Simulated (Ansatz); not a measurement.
# Nudged elastic band, with input and output: B$_{2}$H$_{2}$O

B$_{2}$H$_{2}$O, computed with UKS PBE-D4/def2-SVP (Ansatz 0.2.0).

It belongs to a series of runs on one base structure; here: band between the two ends. Figures and captions count atoms from 1; the log counts them from 0 in places.

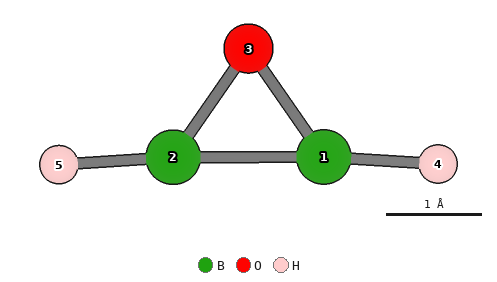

Fig. 1: The starting structure (ball-and-stick view, seen on its broad side; atoms are numbered from 1 in the order of the input).

### Input
```yaml
crystal:
  periodic: [false, false, false]
  atoms:
    - { symbol: B, position_ang: [-0.722176, -0.141453, -0.355731] }
    - { symbol: B, position_ang: [0.636426, 0.484019, 0.169649] }
    - { symbol: O, position_ang: [0.204382, -0.8165, 0.443522] }
    - { symbol: H, position_ang: [-1.769571, -0.550378, -0.790085] }
    - { symbol: H, position_ang: [1.65094, 1.024311, 0.532645] }
magnetization:
  spin_polarized: true
basis:
  gaussian: { orbitals: def2-SVP }
hamiltonian:
  xc: pbe
  dispersion: d4
neb:
  order_check: false
  images: 5
  f_tol: 0.05
  max_iterations: 60
  final_atoms:
    - { symbol: B, position_ang: [-0.3019275, 1.74558039, -0.86999853] }
    - { symbol: B, position_ang: [0.10907537, 0.29692383, -0.05647642] }
    - { symbol: O, position_ang: [-0.68424854, -0.81151818, -0.06593105] }
    - { symbol: H, position_ang: [-0.30491795, -1.55022438, 0.44564642] }
    - { symbol: H, position_ang: [1.18201962, 0.31923734, 0.54675958] }
  initial_path:
    images:
      - { positions_ang: [[-0.722176, -0.141453, -0.355731], [0.636426, 0.484019, 0.169649], [0.204382, -0.8165, 0.443522], [-1.769571, -0.550378, -0.790085], [1.65094, 1.024311, 0.532645]] }
      - { positions_ang: [[-0.74257291, -0.00144319, -0.42335324], [0.61478297, 0.4932042, 0.15356431], [0.09301329, -0.76712306, 0.36016789], [-1.59697422, -0.66196913, -0.64689965], [1.63175187, 0.93733018, 0.55652069]] }
      - { positions_ang: [[-0.76296982, 0.13856663, -0.49097547], [0.59313995, 0.50238939, 0.13747961], [-0.01835542, -0.71774612, 0.27681377], [-1.42437745, -0.77356026, -0.50371429], [1.61256374, 0.85034936, 0.58039638]] }
      - { positions_ang: [[-0.78336672, 0.27857644, -0.55859771], [0.57149692, 0.51157459, 0.12139492], [-0.12972413, -0.66836918, 0.19345966], [-1.25178067, -0.88515139, -0.36052894], [1.59337561, 0.76336854, 0.60427207]] }
      - { positions_ang: [[-0.62288698, 0.76757776, -0.66239798], [0.4173564, 0.44002433, 0.06210447], [-0.3145656, -0.71608551, 0.10699609], [-0.93615976, -1.10684238, -0.09180382], [1.45625695, 0.61532481, 0.58510124]] }
      - { positions_ang: [[-0.46240724, 1.25657908, -0.76619826], [0.26321589, 0.36847408, 0.00281402], [-0.49940707, -0.76380184, 0.02053252], [-0.62053886, -1.32853338, 0.1769213], [1.31913828, 0.46728107, 0.56593041]] }
      - { positions_ang: [[-0.3019275, 1.74558039, -0.86999853], [0.10907537, 0.29692383, -0.05647642], [-0.68424854, -0.81151818, -0.06593105], [-0.30491795, -1.55022438, 0.44564642], [1.18201962, 0.31923734, 0.54675958]] }
```

Hardware: 1 thread of Intel Xeon (Sapphire Rapids), 176 GiB of memory available, shared host.

Launch command:
```bash
ansatz run input.yaml --threads 1 --pin off --max-ram 2048MiB --backend cpu --events-out ev --progress --plain --runs-dir out
```

### Output
```
Engine: ansatz 0.2.0, x86_64-unknown-linux-gnu
Functional definition: PBE
  parameter kappa = 0.804
  parameter beta = 0.06672455060314922
  exchange = pbe_x(kappa = kappa, mu = beta*pi^2/3)
  correlation = pbe_c(beta = beta)
567 factors; their error is unknown
mean field evaluation 1: about -3421.5685 eV, gradient 2.8e1 eV
mean field evaluation 2: about -3409.1440 eV, gradient 6.2e1 eV
mean field evaluation 4: about -3424.8413 eV, gradient 1.7e0 eV
mean field evaluation 8: about -3424.8422 eV, gradient 1.5e-2 eV
mean field -3424.84216695 eV, -125.8606281941 hartree, gradient 1.8e-5 eV, S^2 0.000000; 0 other end points of the search recorded, 0 dependent functions left out
the calculation of the forces begins
reference -3424.84219538 eV, -125.8606292390 hartree; 10, 10 occupied and 42, 42 virtual orbitals, 567 factors
567 factors; their error is unknown
mean field evaluation 16: about -3396.8334 eV, gradient 7.5e1 eV
mean field evaluation 32: about -3421.0499 eV, gradient 1.9e-5 eV
mean field evaluation 64: about -3421.2665 eV, gradient 9.4e-1 eV
mean field -3421.38609985 eV, -125.7336200708 hartree, gradient 2.1e-5 eV, S^2 0.758481; 9 other end points of the search recorded, 0 dependent functions left out
[... from here on the field's lines of each further geometry are left out, up to the last ...]
NEB iter   1: max|band force component| = 8.090e1 eV/Å  barrier→ = 15.0684 eV  barrier← = 11.6210 eV  Δτ_max = 0.1993 Å  (730 SCF iters)
NEB iter   2: max|band force component| = 4.468e0 eV/Å  barrier→ = 4.7987 eV  barrier← = 1.3514 eV  Δτ_max = 0.1925 Å  (190 SCF iters)
NEB iter   3: max|band force component| = 3.553e0 eV/Å  barrier→ = 4.5543 eV  barrier← = 1.1070 eV  Δτ_max = 0.1981 Å  (221 SCF iters)
NEB iter   4: max|band force component| = 1.862e0 eV/Å  barrier→ = 4.1665 eV  barrier← = 0.7191 eV  Δτ_max = 0.1893 Å  (186 SCF iters)
NEB iter   5: max|band force component| = 2.077e0 eV/Å  barrier→ = 3.8940 eV  barrier← = 0.4466 eV  Δτ_max = 0.0997 Å  (189 SCF iters)
NEB iter   6: max|band force component| = 8.068e-1 eV/Å  barrier→ = 3.8473 eV  barrier← = 0.3999 eV  Δτ_max = 0.0747 Å  (183 SCF iters)
NEB iter   7: max|band force component| = 5.940e-1 eV/Å  barrier→ = 3.8516 eV  barrier← = 0.4042 eV  Δτ_max = 0.0611 Å  (180 SCF iters)
NEB iter   8: max|band force component| = 1.349e0 eV/Å  barrier→ = 3.8554 eV  barrier← = 0.4080 eV  Δτ_max = 0.0309 Å  (181 SCF iters)
NEB iter   9: max|band force component| = 6.480e-1 eV/Å  barrier→ = 3.8455 eV  barrier← = 0.3982 eV  CI = image 5  Δτ_max = 0.0625 Å  (174 SCF iters)
NEB iter  10: max|band force component| = 7.886e-1 eV/Å  barrier→ = 3.9226 eV  barrier← = 0.4753 eV  CI = image 5  Δτ_max = 0.1211 Å  (174 SCF iters)
NEB iter  11: max|band force component| = 8.288e-1 eV/Å  barrier→ = 3.8684 eV  barrier← = 0.4210 eV  CI = image 5  Δτ_max = 0.1923 Å  (184 SCF iters)
NEB iter  12: max|band force component| = 6.010e-1 eV/Å  barrier→ = 3.9774 eV  barrier← = 0.5300 eV  CI = image 5  Δτ_max = 0.1833 Å  (183 SCF iters)
NEB iter  13: max|band force component| = 4.986e-1 eV/Å  barrier→ = 4.0081 eV  barrier← = 0.5608 eV  CI = image 5  Δτ_max = 0.0245 Å  (207 SCF iters)
NEB iter  14: max|band force component| = 3.837e-1 eV/Å  barrier→ = 4.0039 eV  barrier← = 0.5565 eV  CI = image 5  Δτ_max = 0.0277 Å  (192 SCF iters)
NEB iter  15: max|band force component| = 7.829e-2 eV/Å  barrier→ = 4.0020 eV  barrier← = 0.5546 eV  CI = image 5  Δτ_max = 0.0060 Å  (179 SCF iters)
the calculation of the forces begins
reference -3421.34465640 eV, -125.7320970521 hartree; 10, 10 occupied and 42, 42 virtual orbitals, 567 factors
567 factors; their error is unknown
mean field evaluation 992: about -3420.2199 eV, gradient 2.5e0 eV
mean field evaluation 1024: about -3420.8221 eV, gradient 2.9e-1 eV
mean field -3420.83201034 eV, -125.7132576566 hartree, gradient 3.2e-6 eV, S^2 0.925413; 12 other end points of the search recorded, 0 dependent functions left out
the calculation of the forces begins
reference -3420.83203929 eV, -125.7132587207 hartree; 10, 10 occupied and 42, 42 virtual orbitals, 567 factors
NEB iter  16: max|band force component| = 1.996e-2 eV/Å  barrier→ = 4.0017 eV  barrier← = 0.5544 eV  CI = image 5  Δτ_max = 0.0000 Å  (802 SCF iters)
```

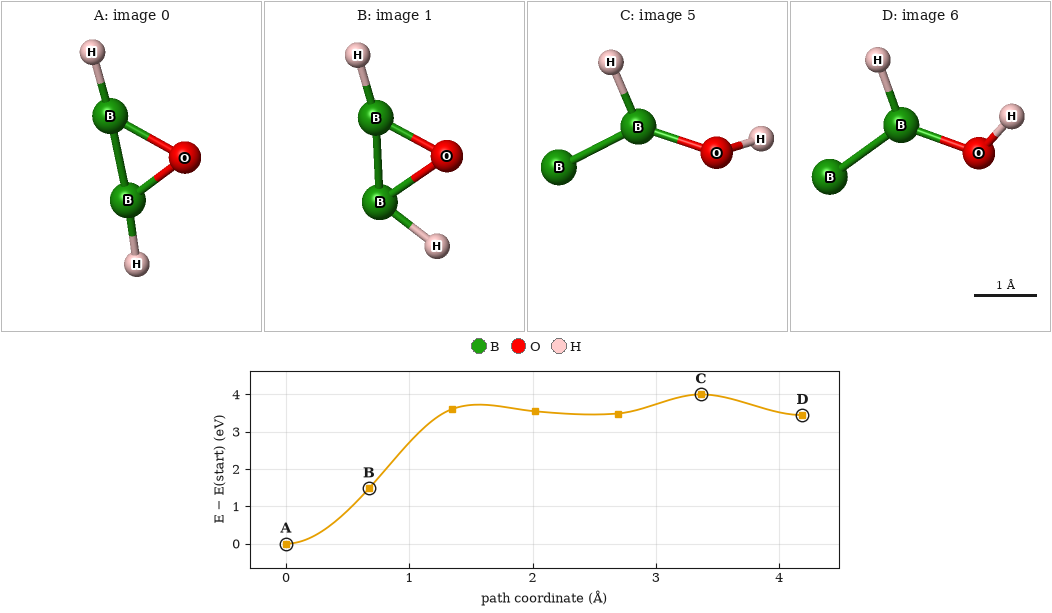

Fig. 2: Images of the last band (counted from 0; ball-and-stick, seen at a tilt) above the energy along the path; the line is a cubic interpolation that uses the forces. The highest image is number 5, 4.002 eV above the start and 0.554 eV above the end (the climbing image); the end lies 3.447 eV above the start. The path is 4.19 Å long. The band converged in 16 iterations.

```
Total energy: -3420.89179137 eV, -125.7154545690 hartree
Atom 0 at    -0.279865     1.583754    -0.971741 Å, force    -0.005505    -0.007683     0.001857 eV/Å
Atom 1 at     0.121385     0.298802     0.048310 Å, force     0.015508     0.005412    -0.004259 eV/Å
Atom 2 at    -0.569057    -0.799919     0.477339 Å, force    -0.008108     0.019267     0.016916 eV/Å
Atom 3 at    -0.543149    -1.641421    -0.000969 Å, force     0.005492    -0.010483    -0.015451 eV/Å
Atom 4 at     1.270688     0.558783     0.447061 Å, force    -0.007387    -0.006514     0.000937 eV/Å
Dipole moment:     0.003378    -0.485106    -0.049463 e Å
this run last wrote the band of iteration 16 to [file]
```

### The last band as extended XYZ (Å, eV, eV/Å)
```
5
Properties=species:S:1:pos:R:3:forces:R:3 image=0 energy=-3424.89349
B    -0.7222   -0.1415   -0.3557   -0.0004  -0.0001  -0.0001
B     0.6364    0.4840    0.1696    0.0004   0.0001   0.0002
O     0.2044   -0.8165    0.4435    0.0000  -0.0001   0.0001
H    -1.7696   -0.5504   -0.7901    0.0000   0.0001   0.0000
H     1.6509    1.0243    0.5326   -0.0001   0.0001  -0.0001
5
Properties=species:S:1:pos:R:3:forces:R:3 image=1 energy=-3423.41374
B    -0.8214    0.2132   -0.5520    0.6180  -1.9877   1.1408
B     0.5954    0.4511    0.1597    0.5582   0.3769   0.1681
O     0.0713   -0.7497    0.3382    0.5557   0.5217   0.1091
H    -1.4667   -0.7808   -0.5246   -2.1948   0.5113  -1.4518
H     1.6214    0.8661    0.5788    0.4628   0.5779   0.0339
5
Properties=species:S:1:pos:R:3:forces:R:3 image=2 energy=-3421.28801
B    -0.9286    0.5694   -0.7538   -0.1466  -0.9338   0.2871
B     0.4976    0.3825    0.1311    0.2570   0.0922   0.1096
O    -0.0300   -0.8426    0.3172    0.0255   0.2028  -0.0660
H    -1.0802   -0.8675   -0.2700   -0.3516   0.5453  -0.4162
H     1.5412    0.7581    0.5755    0.2157   0.0935   0.0855
5
Properties=species:S:1:pos:R:3:forces:R:3 image=3 energy=-3421.34506
B    -0.8171    1.0753   -0.8902    0.0419   0.2185  -0.0625
B     0.3742    0.3269    0.0837   -0.0601  -0.0201  -0.0265
O    -0.0650   -0.9487    0.3381   -0.0064  -0.0474   0.0153
H    -0.9344   -1.1259   -0.0864    0.0754  -0.1318   0.0949
H     1.4423    0.6724    0.5548   -0.0508  -0.0192  -0.0212
5
Properties=species:S:1:pos:R:3:forces:R:3 image=4 energy=-3421.40450
B    -0.4779    1.5102   -0.8735   -0.0499  -0.0913  -0.0259
B     0.2059    0.2477    0.0326    0.0524  -0.0141  -0.0071
O    -0.1135   -1.0203    0.4040    0.2010  -0.0905  -0.0482
H    -0.9018   -1.4056   -0.0145   -0.1961   0.1371  -0.0023
H     1.2873    0.6680    0.4514   -0.0074   0.0588   0.0836
5
Properties=species:S:1:pos:R:3:forces:R:3 image=5 energy=-3420.89176
B    -0.2799    1.5838   -0.9717   -0.0055  -0.0077   0.0019
B     0.1214    0.2988    0.0483    0.0155   0.0054  -0.0043
O    -0.5691   -0.7999    0.4773   -0.0081   0.0193   0.0169
H    -0.5431   -1.6414   -0.0010    0.0055  -0.0105  -0.0155
H     1.2707    0.5588    0.4471   -0.0074  -0.0065   0.0009
5
Properties=species:S:1:pos:R:3:forces:R:3 image=6 energy=-3421.44612
B    -0.3019    1.7456   -0.8700    0.0000   0.0007  -0.0003
B     0.1091    0.2969   -0.0565   -0.0006  -0.0009   0.0004
O    -0.6842   -0.8115   -0.0659   -0.0001  -0.0002  -0.0003
H    -0.3049   -1.5502    0.4456    0.0000   0.0000   0.0002
H     1.1820    0.3192    0.5468    0.0007   0.0003   0.0001
```

### Results in brief

| quantity | value |
| --- | --- |
| outcome | converged |
| barrier, forward | 4.002 eV |
| barrier, backward | 0.554 eV |
| wall time | 2.6 min |
| peak memory | 0.13 GiB |

### Notes

⟨S²⟩ is 0.93 against 0.00 for a pure state: the solution is spin-contaminated. The order of the saddle point was not checked.
